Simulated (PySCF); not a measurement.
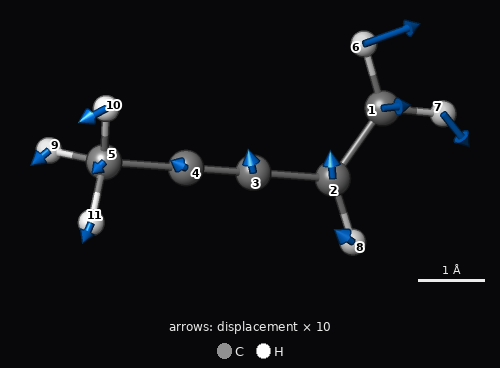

A relaxation of C₅H₆. The starting structure is drawn; blue arrows show the displacements, 10 times their true length. The two geometries are superimposed by the best rigid fit.

A ball-and-stick model, seen at a tilt.

The start comes from MMFF94s.

Theory: PySCF, PBE0-D3(BJ)/def2-SVP geometry optimisation, gas phase. 

Q: Describe the change and its energy.

A: The largest move after the best rigid fit is that of H6, 0.10 Å. Largest moves by element: H 0.10 Å, C 0.05 Å. Among the contacts that change: C3–C4 1.201 → 1.216 Å, C2–H8 1.086 → 1.097 Å, C4–C5 1.462 → 1.452 Å, C1–H7 1.085 → 1.092 Å. Among the angles between lasting bonds that change: C1–C2–C3 121.5° → 124.9°, C3–C2–H8 118.1° → 116.0°. Over 6 geometry steps the energy falls by 0.77 kcal/mol. Largest force component: 1.9 eV/Å at the start, 0.016 eV/Å at the end.
